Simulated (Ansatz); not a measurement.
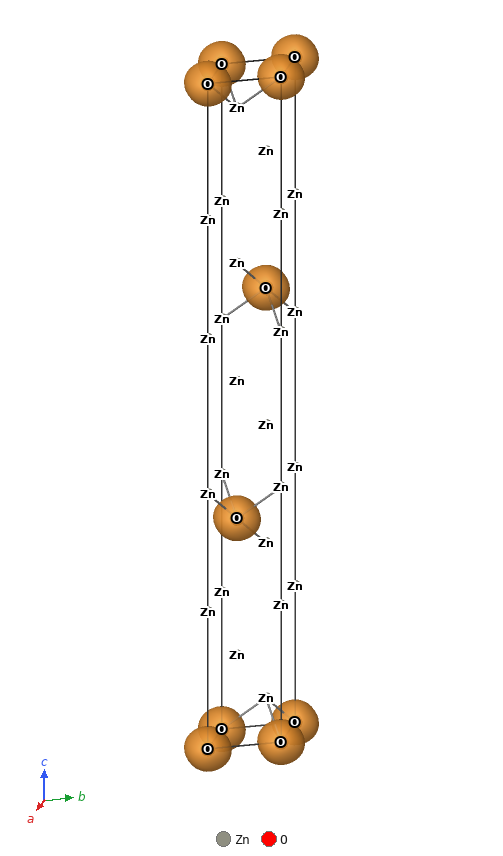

Zn4O. Isosurface of the electron localisation function at 0.6 (orange), seen slightly off an axis. Core shells and regions of very low density are left out. Sticks mark near contacts.

Space group R-3m; a generated structure, not necessarily the stable one.

The calculation used Ansatz 0.2.0, DFT PBE, scalar-relativistic, plane waves, PAW.

In a PAW calculation such maps are meaningful between the atoms, not at the nuclei.

Question: Describe the localisation domains.

Answer: The ELF exceeds this value in three regions wrapped around O (the valence shell of each), counted in one cell of 15 atoms. Regions shared between cells count once. Along the contacts the grid gives the following. Zn–O (2.17 Å): the ELF peaks at about 0.80 in the valence shell of O, 0.6 Å from its nucleus, and is about 0.15 at the midpoint; no localised pair shows between them.
